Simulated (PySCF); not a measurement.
Si$_{2}$H$_{4}$Br$_{2}$: geometry relaxation

Si$_{2}$H$_{4}$Br$_{2}$, SMILES Br[SiH2][SiH2]Br, computed with PBE0-D3(BJ)/def2-SVP geometry optimisation, gas phase (PySCF 2.14.0).

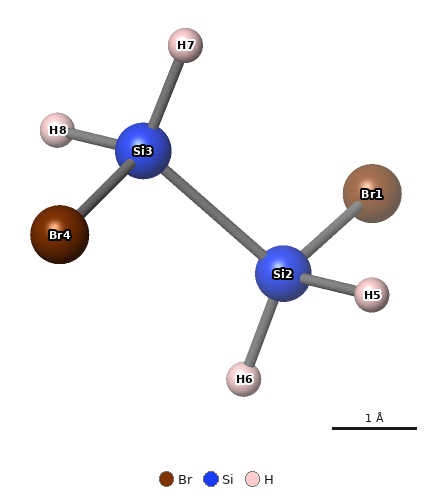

Figure 1. The starting structure (ball-and-stick view, seen at a tilt; atoms are numbered from 1 in the order of the input). Bond lengths as drawn: Br–Si 2.20 to 2.23 Å, H–Si 1.45 to 1.46 Å and Si–Si 2.33 Å.

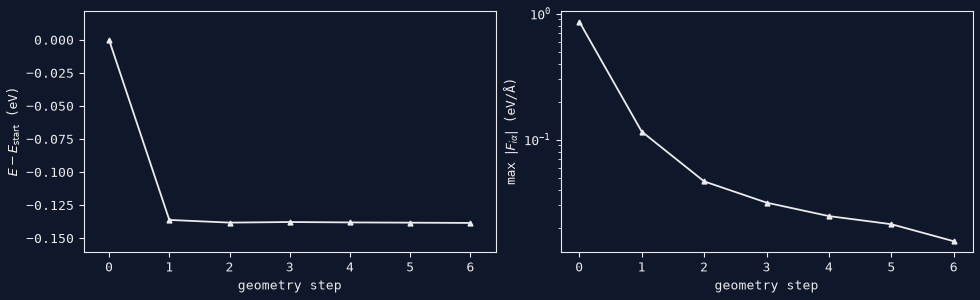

Figure 2. Progress of the relaxation, step by step (steps are counted from 0).

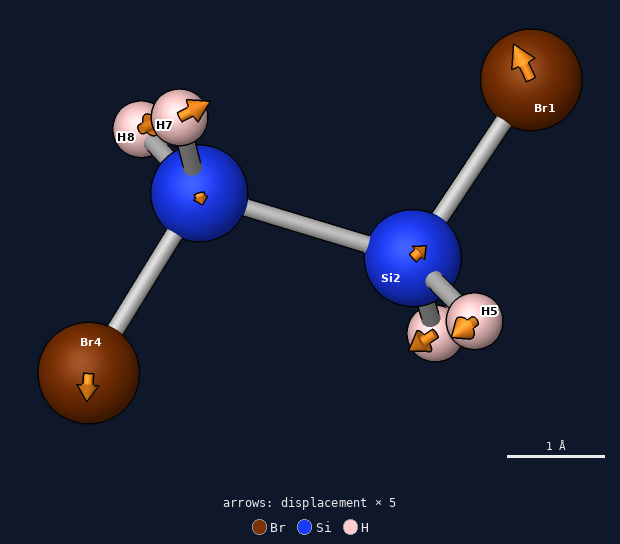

Figure 3. The starting structure with the displacements as orange arrows, magnified 5 times (ball-and-stick view, seen at a tilt). The two geometries are laid on each other by the best rigid fit. The largest move after the best rigid fit is that of Br1, 0.085 Å. Largest moves by element: Br 0.085 Å, H 0.076 Å, Si 0.041 Å. Among the contacts that change: Si2–H5 1.452 → 1.490 Å, Si3–Br4 2.200 → 2.235 Å, Si3–H7 1.458 → 1.490 Å, Si2–Si3 2.328 → 2.337 Å. Among the angles that change: Br1–Si2–H6 103.7° → 108.5°, Br1–Si2–H5 103.9° → 108.6°, Si3–Si2–H5 115.6° → 111.4°. After 6 geometry steps the energy has fallen by 0.138 eV. The largest force component goes from 0.86 to 0.016 eV/Å. (Atoms are counted from 1 in the order of the input.)

The input and output of the run follow.

## Input
```
{"job": {"xc": "PBE0", "basis": "def2-SVP", "d3": "d3bj", "grid": 1, "maxiter": 30, "shake": 0.01, "kind": "geom"}, "charge": 0, "multiplicity": 1}
Br     2.485500     1.141550    -0.616780
Si     1.067920    -0.418910     0.117940
Si    -1.091110     0.415590    -0.134160
Br    -2.428410    -1.164870     0.608710
H      1.492470    -0.660380     1.485370
H      1.379750    -1.577790    -0.699130
H     -1.375090     1.582650     0.692540
H     -1.475880     0.663010    -1.506950
```

The first line tells a small driver script what to run in PySCF; the rest is the geometry in Å.

Launch command:
```bash
OMP_NUM_THREADS=1 python <driver script> task.json out
```

## Log
```
step   0  E = -5728.14186068  max force = 0.016810
step   1  E = -5728.14686361  max force = 0.002253
step   2  E = -5728.14693804  max force = 0.000906
step   3  E = -5728.14692206  max force = 0.000614
step   4  E = -5728.14693285  max force = 0.000480
step   5  E = -5728.14693996  max force = 0.000414
step   6  E = -5728.14694724  max force = 0.000303
optimisation converged
```

## Trajectory as extended XYZ (Å, eV, eV/Å), 7 frames, from step=0 to step=6
```
8
Properties=species:S:1:pos:R:3:forces:R:3 step=0 energy=-155870.67935
Br    2.4855    1.1416   -0.6168    0.0886   0.2775  -0.1068
Si    1.0679   -0.4189    0.1179    0.2653   0.7740  -0.3673
Si   -1.0911    0.4156   -0.1342    0.2419  -0.3476   0.3940
Br   -2.4284   -1.1649    0.6087   -0.4532  -0.5887   0.2412
H     1.4925   -0.6604    1.4854   -0.0860  -0.2091   0.7975
H     1.3798   -1.5778   -0.6991   -0.1393  -0.7248  -0.3929
H    -1.3751    1.5826    0.6925    0.1020   0.6008   0.2986
H    -1.4759    0.6630   -1.5070   -0.0193   0.2179  -0.8644
8
Properties=species:S:1:pos:R:3:forces:R:3 step=1 energy=-155870.81548
Br    2.5657    1.0528   -0.5477   -0.0029  -0.0422   0.0071
Si    1.1564   -0.5294    0.1617   -0.0904  -0.0815   0.0661
Si   -1.0214    0.2917   -0.0727    0.0017   0.0358  -0.0689
Br   -2.4191   -1.3045    0.6530    0.0634   0.1159  -0.0448
H     1.4422   -0.8301    1.5951    0.0339   0.0085  -0.0288
H     1.3394   -1.7611   -0.6594    0.0394   0.0238  -0.0017
H    -1.2145    1.5252    0.7444   -0.0294  -0.0367   0.0019
H    -1.3238    0.5871   -1.5063   -0.0156  -0.0236   0.0691
8
Properties=species:S:1:pos:R:3:forces:R:3 step=2 energy=-155870.81751
Br    2.5750    1.0215   -0.5388    0.0193   0.0042  -0.0073
Si    1.1495   -0.5446    0.1692   -0.0466  -0.0420   0.0297
Si   -1.0166    0.3057   -0.0792    0.0189   0.0263  -0.0238
Br   -2.4309   -1.2692    0.6394   -0.0053   0.0164  -0.0036
H     1.4427   -0.8432    1.6000   -0.0005  -0.0049  -0.0008
H     1.3396   -1.7725   -0.6542    0.0000  -0.0028  -0.0003
H    -1.2133    1.5349    0.7406    0.0058   0.0007   0.0048
H    -1.3211    0.5991   -1.5089    0.0084   0.0021   0.0013
8
Properties=species:S:1:pos:R:3:forces:R:3 step=3 energy=-155870.81707
Br    2.5911    0.9779   -0.5261    0.0061   0.0073  -0.0024
Si    1.1381   -0.5665    0.1794    0.0142   0.0002  -0.0073
Si   -1.0075    0.3259   -0.0880    0.0106   0.0136   0.0096
Br   -2.4526   -1.2210    0.6214   -0.0316  -0.0298   0.0137
H     1.4277   -0.8656    1.6100   -0.0189  -0.0114   0.0135
H     1.3232   -1.7939   -0.6449   -0.0221  -0.0174   0.0034
H    -1.1942    1.5542    0.7340    0.0227   0.0204  -0.0002
H    -1.3010    0.6208   -1.5177    0.0190   0.0171  -0.0304
8
Properties=species:S:1:pos:R:3:forces:R:3 step=4 energy=-155870.81737
Br    2.5971    0.9588   -0.5200   -0.0006  -0.0016   0.0022
Si    1.1326   -0.5768    0.1838    0.0247   0.0077  -0.0127
Si   -1.0024    0.3354   -0.0919    0.0009   0.0045   0.0125
Br   -2.4627   -1.2002    0.6141   -0.0219  -0.0185   0.0080
H     1.4156   -0.8774    1.6155   -0.0167  -0.0102   0.0112
H     1.3100   -1.8059   -0.6399   -0.0198  -0.0154   0.0049
H    -1.1792    1.5655    0.7300    0.0182   0.0177  -0.0039
H    -1.2862    0.6324   -1.5235    0.0151   0.0158  -0.0222
8
Properties=species:S:1:pos:R:3:forces:R:3 step=5 energy=-155870.81756
Br    2.5954    0.9600   -0.5203    0.0011  -0.0057   0.0037
Si    1.1324   -0.5771    0.1839    0.0213   0.0077  -0.0117
Si   -1.0021    0.3356   -0.0920   -0.0010   0.0015   0.0110
Br   -2.4616   -1.2014    0.6145   -0.0187  -0.0098   0.0043
H     1.4143   -0.8777    1.6160   -0.0139  -0.0094   0.0081
H     1.3086   -1.8064   -0.6398   -0.0165  -0.0130   0.0058
H    -1.1776    1.5661    0.7300    0.0149   0.0146  -0.0051
H    -1.2848    0.6328   -1.5241    0.0127   0.0141  -0.0160
8
Properties=species:S:1:pos:R:3:forces:R:3 step=6 energy=-155870.81776
Br    2.5929    0.9617   -0.5208    0.0042  -0.0111   0.0054
Si    1.1322   -0.5775    0.1840    0.0156   0.0079  -0.0103
Si   -1.0015    0.3359   -0.0921   -0.0024  -0.0028   0.0094
Br   -2.4597   -1.2031    0.6151   -0.0154   0.0016  -0.0004
H     1.4127   -0.8782    1.6165   -0.0099  -0.0081   0.0044
H     1.3068   -1.8072   -0.6396   -0.0118  -0.0098   0.0065
H    -1.1756    1.5668    0.7298    0.0105   0.0107  -0.0060
H    -1.2829    0.6334   -1.5247    0.0093   0.0117  -0.0089
```

## Summary

- outcome: converged
- total energy: −5728.146947 hartree
- dipole moment: 0.01 D
- point group: C2h
- hardware: 1 CPU thread, shared host
- wall time: 46 s
- peak memory: 0.56 GiB
